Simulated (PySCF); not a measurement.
# One shape, several levels: C2H4Br2 (1,2-dibromoethane)

Wanted: a comparison of 6 runs (B3LYP/def2-SVP, BHLYP/def2-SVP, M06-L/def2-SVP, TPSS/def2-SVP, revPBE/def2-SVP, CCSD(T)/def2-SVP) of C2H4Br2 (1,2-dibromoethane). Input form: a Python script.

The calculation is run with PySCF 2.14.0.

## 1. The system as given

The species is C2H4Br2 (8 atoms), meant as a singlet with charge 0. SMILES: `BrCCBr`. The shape is that of a PBE0-D4/def2-TZVP optimisation. This is a higher conformer, about 8 kJ/mol above the lowest found by a separate search.

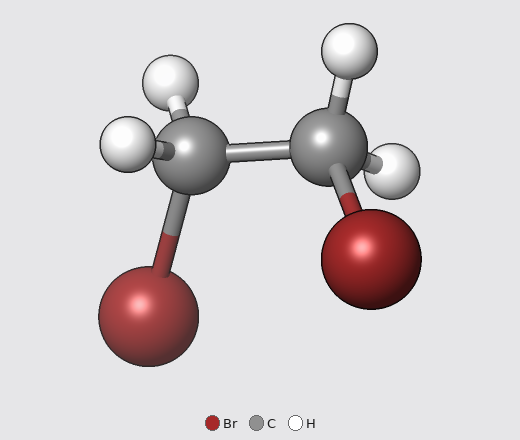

Viewed from a chosen angle; bromine red, carbon grey, hydrogen white.

## 2. A single-point energy at B3LYP/def2-SVP (run 1)

input.py

```python
from pyscf import gto, dft

system = gto.M(
    atom='''
Br    -4.038156     0.383047    -1.267628
C     -0.858881     1.138560     0.386260
C      1.206590    -0.678034    -0.305002
Br     0.656491    -4.042502     1.033302
H     -0.344119     3.037546    -0.226578
H     -1.235881     1.145363     2.406944
H      1.405389    -0.881746    -2.340615
H      2.990870    -0.037039     0.502289
''',
    basis='def2-svp',
    verbose=4,
    unit='bohr',
    max_memory=1860,
    charge=0,
)

calc0 = dft.RKS(system, xc='b3lyp')
calc0.grids.level = 5
calc0.conv_tol = 1e-10
calc0.kernel()
if not calc0.converged:
    calc0 = calc0.newton().run(calc0.mo_coeff, calc0.mo_occ)

energy = calc0.e_tot
print('E(%s) = %.9f' % ('B3LYP', energy))
```

Started as:

```bash
$ OMP_NUM_THREADS=1 python input.py
```

Log:

```text
PySCF version 2.14.0

[INPUT] num. atoms = 8
[INPUT] num. electrons = 86
[INPUT] charge = 0
[INPUT] spin (= nelec alpha-beta = 2S) = 0
[INPUT] symmetry False subgroup None
[INPUT] Mole.unit = bohr
[INPUT] Symbol           X                Y                Z      unit          X                Y                Z       unit  Magmom
[INPUT]  1 Br    -2.136900129340   0.202699743111  -0.670799849524 AA   -4.038156000000   0.383047000000  -1.267628000000 Bohr   0.0
[INPUT]  2 C     -0.454500252092   0.602500005265   0.204399989490 AA   -0.858881000000   1.138560000000   0.386260000000 Bohr   0.0
[INPUT]  3 C      0.638499930924  -0.358800141029  -0.161400107685 AA    1.206590000000  -0.678034000000  -0.305002000000 Bohr   0.0
[INPUT]  4 Br     0.347400076374  -2.139199933499   0.546799870398 AA    0.656491000000  -4.042502000000   1.033302000000 Bohr   0.0
[INPUT]  5 H     -0.182099932645   1.607400120321  -0.119899914096 AA   -0.344119000000   3.037546000000  -0.226578000000 Bohr   0.0
[INPUT]  6 H     -0.654000060609   0.606099997831   1.273699912761 AA   -1.235881000000   1.145363000000   2.406944000000 Bohr   0.0
[INPUT]  7 H      0.743699831278  -0.466599889020  -1.238600117538 AA    1.405389000000  -0.881746000000  -2.340615000000 Bohr   0.0
[INPUT]  8 H      1.582700244824  -0.019600194715   0.265799892096 AA    2.990870000000  -0.037039000000   0.502289000000 Bohr   0.0

nuclear repulsion = 454.333068739278
number of shells = 48
number of NR pGTOs = 224
number of NR cGTOs = 112
basis = def2-svp
ecp = {}

******** <class 'pyscf.dft.rks.RKS'> ********
method = RKS
initial guess = minao
damping factor = 0
level_shift factor = 0
DIIS = <class 'pyscf.scf.diis.CDIIS'>
diis_start_cycle = 1
diis_space = 8
diis_damp = 0
SCF conv_tol = 1e-10
SCF conv_tol_grad = None
SCF max_cycles = 50
direct_scf = True
direct_scf_tol = 1e-13
XC library pyscf.dft.libxc version 7.0.0
    S. Lehtola, C. Steigemann, M. J.T. Oliveira, and M. A.L. Marques.,  SoftwareX 7, 1–5 (2018)
XC functionals = b3lyp
    P. J. Stephens, F. J. Devlin, C. F. Chabalowski, and M. J. Frisch.,  J. Phys. Chem. 98, 11623 (1994)
radial grids:
    Treutler-Ahlrichs [JCP 102, 346 (1995); DOI:10.1063/1.469408] (M4) radial grids

becke partition: Becke, JCP 88, 2547 (1988); DOI:10.1063/1.454033
pruning grids: <function nwchem_prune>
grids dens level: 5
symmetrized grids: False
atomic radii adjust function: <function treutler_atomic_radii_adjust>
small_rho_cutoff = 0
Set gradient conv threshold to 1e-05
Initial guess from minao.
tot grids = 269592
init E= -5224.39738440455
  HOMO = -0.308265281835754  LUMO = -0.0639406891690482  gap/eV = 6.64841
cycle= 1 E= -5226.29212521289  delta_E= -1.89  |g|= 0.201  |ddm|= 2.87
  HOMO = -0.254658793486734  LUMO = -0.00949544958036208  gap/eV = 6.67123
cycle= 2 E= -5226.29595958418  delta_E= -0.00383  |g|= 0.148  |ddm|= 0.618
  HOMO = -0.271537933266457  LUMO = -0.00755331954232918  gap/eV = 7.18339
cycle= 3 E= -5226.30139368311  delta_E= -0.00543  |g|= 0.0876  |ddm|= 0.331
  HOMO = -0.272435734842033  LUMO = -0.0134667625738776  gap/eV = 7.04690
cycle= 4 E= -5226.30330227197  delta_E= -0.00191  |g|= 0.00881  |ddm|= 0.0856
  HOMO = -0.271757390691889  LUMO = -0.0122838084449706  gap/eV = 7.06064
cycle= 5 E= -5226.30332116334  delta_E= -1.89e-05  |g|= 0.00316  |ddm|= 0.0135
  HOMO = -0.272024213340579  LUMO = -0.0125145993173637  gap/eV = 7.06162
cycle= 6 E= -5226.3033230663  delta_E= -1.9e-06  |g|= 0.000431  |ddm|= 0.0042
  HOMO = -0.271971874736115  LUMO = -0.0124751123330107  gap/eV = 7.06127
cycle= 7 E= -5226.30332310672  delta_E= -4.04e-08  |g|= 9.32e-05  |ddm|= 0.000616
  HOMO = -0.271983956764893  LUMO = -0.0124825760100706  gap/eV = 7.06139
cycle= 8 E= -5226.30332310892  delta_E= -2.19e-09  |g|= 1.26e-05  |ddm|= 0.000138
  HOMO = -0.271982410778256  LUMO = -0.0124817416900505  gap/eV = 7.06137
cycle= 9 E= -5226.30332310895  delta_E= -3.09e-11  |g|= 2.45e-06  |ddm|= 1.92e-05
  HOMO = -0.271982652520417  LUMO = -0.0124817674679294  gap/eV = 7.06138
Extra cycle  E= -5226.30332310897  delta_E= -2.09e-11  |g|= 2.35e-06  |ddm|= 6.26e-06
converged SCF energy = -5226.30332310897
E(B3LYP) = -5226.303323109
```

Run time: 33 s. Hardware: 1 thread of Intel Xeon at 2.70GHz, shared host; peak memory 0.63 GiB.

## 3. A single-point energy at BHLYP/def2-SVP (run 2)

input.py

```python
from pyscf import gto, dft

molecule = gto.M(
    atom='''
Br  -2.136900   0.202700  -0.670800
C   -0.454500   0.602500   0.204400
C    0.638500  -0.358800  -0.161400
Br   0.347400  -2.139200   0.546800
H   -0.182100   1.607400  -0.119900
H   -0.654000   0.606100   1.273700
H    0.743700  -0.466600  -1.238600
H    1.582700  -0.019600   0.265800
''',
    charge=0,
    verbose=3,
    max_memory=1860,
    basis='def2-svp',
)

mf = dft.RKS(molecule, xc='bhandhlyp')
mf.conv_tol = 1e-10
mf.grids.level = 5
mf.kernel()
if not mf.converged:
    mf = mf.newton().run(mf.mo_coeff, mf.mo_occ)

energy = mf.e_tot
print('E = %.10f Eh' % energy)
```

Started as:

```bash
$ OMP_NUM_THREADS=1 python input.py
```

Log:

```text
converged SCF energy = -5226.17552230519
E = -5226.1755223052 Eh
```

Run time: 30 s. Hardware: 1 thread of Intel Xeon at 2.70GHz, shared host; peak memory 0.63 GiB.

Runs 3 to 5 aren't shown in full; the table further down has their settings and results.

## 4. The energy at CCSD(T)/def2-SVP (run 6)

job.py

```python
# BrCCBr
from pyscf import gto, cc

molecule = gto.M(
    atom='''
Br      -2.136900       0.202700      -0.670800
C       -0.454500       0.602500       0.204400
C        0.638500      -0.358800      -0.161400
Br       0.347400      -2.139200       0.546800
H       -0.182100       1.607400      -0.119900
H       -0.654000       0.606100       1.273700
H        0.743700      -0.466600      -1.238600
H        1.582700      -0.019600       0.265800
''',
    charge=0,
    max_memory=1860,
    verbose=3,
    basis='def2-svp',
)

mf = molecule.RHF()
mf.conv_tol = 1e-10
mf.kernel()
if not mf.converged:
    mf = mf.newton().run(mf.mo_coeff, mf.mo_occ)

mycc = cc.CCSD(mf, frozen=20)
mycc.kernel()
e_t = mycc.ccsd_t()
etot = mycc.e_tot + e_t
print('E = %.10f Eh' % etot)
```

Started as:

```bash
$ OMP_NUM_THREADS=1 python job.py
```

Log:

```text
converged SCF energy = -5222.20589061329
E(CCSD) = -5222.980086603609  E_corr = -0.7741959903205426
CCSD(T) correction = -0.0203059129916079
E = -5223.0003925166 Eh
```

Run time: 2.3 min. Hardware: 1 thread of Intel Xeon at 2.70GHz, shared host; peak memory 0.9 GiB.

## 5. Overview of the runs

```tsv
run	level	integration grid	frozen core orbitals	energy (Eh)	dipole moment (D) of the reference	HOMO energy (eV)	LUMO energy (eV)	wall time
1	B3LYP/def2-SVP	5	–	-5226.303323	2.43	-7.40	-0.34	33 s
2	BHLYP/def2-SVP	5	–	-5226.175522	2.59	-8.86	0.99	30 s
3	M06-L/def2-SVP	5	–	-5226.049413	2.43	-6.77	-0.86	52 s
4	TPSS/def2-SVP	5	–	-5226.090697	2.50	-6.55	-1.03	50 s
5	revPBE/def2-SVP	5	–	-5225.783027	2.37	-6.35	-1.07	32 s
6	CCSD(T)/def2-SVP	–	20	-5223.000393	2.86	-10.76	3.63	2.3 min
```

## 6. Summary of results

```
                                           quantity           value
                                run 6: total energy  -5223.00039 Eh
        run 6: dipole moment (Hartree–Fock density)          2.86 D
         run 6: HOMO energy (Hartree–Fock orbitals)       -10.76 eV
         run 6: LUMO energy (Hartree–Fock orbitals)         3.63 eV
       run 6: HOMO–LUMO gap (Hartree–Fock orbitals)        14.38 eV
run 6: correlation energy (20 core orbitals frozen)      -794.5 mEh
                              run 6: (T) correction      -20.31 mEh
                               run 6: T1 diagnostic           0.007
```

In words: Over runs 1, 2, 3, 4, 5 the dipole moment (its size) runs from 2.37 D (revPBE/def2-SVP) to 2.59 D (BHLYP/def2-SVP). Over runs 1, 2, 3, 4, 5 the HOMO–LUMO gap runs from 5.28 eV (revPBE/def2-SVP) to 9.85 eV (BHLYP/def2-SVP). Totals of different functionals can't be ranked against each other. All runs together took 5.6 min, the longest 2.3 min.
